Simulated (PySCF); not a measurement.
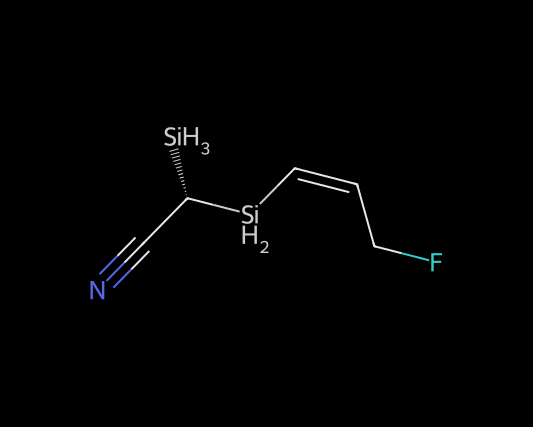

The geometry was computed by an optimisation with GFN2-xTB. No frequency run is at hand to confirm it as a minimum. Level of theory: PBE0/pcSseg-1, gas phase (PySCF 2.14.0).

Estimate the dipole moment.

Answer. 4.40 D.

Give the HOMO–LUMO gap at this level.

Answer. 7.07 eV.

What is the HOMO energy (Kohn–Sham orbital)?

Answer. −7.99 eV.

The geometry is semi-empirical. Around Si such bond lengths and angles can be off by a tenth of an ångström or more and by several degrees, and values that hang on the shape move with them.
